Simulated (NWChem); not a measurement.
# BP86-D3(BJ)/MINI (esp resp) run of Na3H3 ((NaH)3 ring)

Aim: the electrostatic solvation energy at fixed shape (COSMO-KS, carbon tetrachloride) of Na3H3 ((NaH)3 ring) at BP86-D3(BJ)/MINI (esp resp), from 2 runs. 

The calculation is run with NWChem 7.3.0.

1 further run of the same task is left out (set aside as unsound or not needed).

## (1) The structure to begin with

The species is Na3H3 (6 atoms), meant as a singlet with charge 0. Geometry: a GFN2-xTB relaxation, a rough one for these elements and not checked as a minimum.

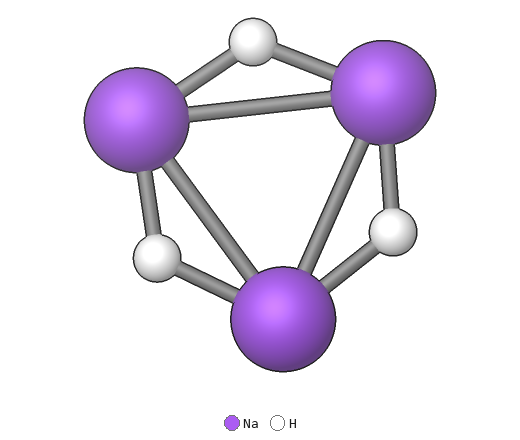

Viewed from a chosen angle; sodium purple, hydrogen white.

## (2) A single-point energy at BP86-D3(BJ)/MINI (esp resp)

The input, struct.nw:

```
start struct
title "H3Na3 BP86"
memory 2200 mb
charge 0
geometry noautosym nocenter
 zmatrix
   Na
   H 1 1.72122
   Na 2 1.720248 1 124.43762
   H 3 1.719561 2 115.48022 1 -0.8121
   Na 4 1.718601 3 124.59525 2 0.43698
   H 5 1.720609 4 115.52503 3 -0.04874
 end
end
basis spherical bse
 * library MINI
end
dft
 xc becke88 perdew86
 disp vdw 4
 grid fine
 convergence energy 1e-08
 print low
end
esp
 restrain
 range 0.4
 spacing 0.035
 recalculate
end
task dft
task esp
```

Command:

```sh
$ nwchem struct.nw > struct.out
```

The log of the run:

```text
[...]
 d= 0,ls=0.0,diis     1   -485.5724929213 -5.75D+02  6.54D-02  2.54D-02     0.3
[...]
 d= 0,ls=0.0,diis     6   -485.5874335221 -3.70D-10  2.13D-06  1.40D-10     1.1
         Total DFT energy =     -485.587433522143
      One electron energy =     -862.710242063862
           Coulomb energy =      332.763735874968
    Exchange-Corr. energy =      -44.657281767974
 Nuclear repulsion energy =       89.025050171264
    Dispersion correction =       -0.008695736540
[...]
 Dipole moment                                  0.011927    0.011907    0.011907
 Quadrupole moment Qxx                          1.106996    1.105019    1.105019
                   Qyy                         -1.738330   -1.735581   -1.735581
                   Qzz                          0.631335    0.630563    0.630563
[...]
```

Run time: 2.1 s. Hardware: 1 thread of Intel Xeon 6975P-C (Granite Rapids), shared host; peak memory 0.12 GiB.

## (3) The energy at BP86-D3(BJ)/MINI (COSMO-KS carbon tetrachloride, esp resp)

The input, h3na3.nw:

```
start h3na3
title "H3Na3 energy"
memory stack 880 mb heap 220 mb global 1100 mb
charge 0
geometry units angstrom noautosym nocenter noautoz
Na    0.369660    1.040410   -1.367380
H     1.595370    0.218930   -0.481150
Na    1.297440   -0.820600    0.856710
H    -0.353590   -0.995400    1.304410
Na   -1.667310   -0.224520    0.508500
H    -1.241570    0.781180   -0.821090
end
basis spherical bse
* library MINI
end
cosmo
dielec 2.228
do_cosmo_ks true
end
dft
xc becke88 perdew86
mult 1
disp vdw 4
grid fine
convergence energy 1e-08
print low
end
esp
restrain
range 0.4
spacing 0.035
recalculate
end
task dft energy
task esp
```

Command:

```sh
$ nwchem h3na3.nw > h3na3.out
```

The log of the run:

```text
[...]
 d= 0,ls=0.0,diis     1   -485.5724929579 -5.75D+02  6.54D-02  2.54D-02     0.3
[...]
 d= 0,ls=0.0,diis     5   -485.6037590214 -5.94D-10  3.67D-07  3.93D-12     2.1
         Total DFT energy =     -485.603759021381
      One electron energy =     -863.001563544773
           Coulomb energy =      332.973063214203
    Exchange-Corr. energy =      -44.682649402898
 Nuclear repulsion energy =       89.025044969239
    Dispersion correction =       -0.008695736313
[...]
 Dipole moment                                  0.013476    0.013456    0.013456
 Quadrupole moment Qxx                          0.769637    0.768623    0.768623
                   Qyy                         -0.731598   -0.730546   -0.730546
                   Qzz                         -0.038039   -0.038076   -0.038076
[...]
```

Wall time 3.3 s (1 thread of Intel Xeon 6975P-C (Granite Rapids), shared host); peak memory 0.12 GiB.

## (4) Summary of results

Level: BP86-D3(BJ)/MINI (esp resp).

```
                                                  quantity          value
                                   gas phase: total energy  -485.58743 Eh
                              gas phase: dispersion energy  -22.83 kJ/mol
              COSMO-KS, carbon tetrachloride: total energy  -485.60376 Eh
         COSMO-KS, carbon tetrachloride: dispersion energy  -22.83 kJ/mol
COSMO-KS, carbon tetrachloride: solvent term in the energy   -42.9 kJ/mol
          energy change from gas to solvent at fixed shape      -0.444 eV
```

What this shows: The solvent model (COSMO-KS, carbon tetrachloride) lowers the energy by 0.44 eV (−42.9 kJ/mol) at the same shape. It holds the electrostatic part alone, without cavity or dispersion terms.
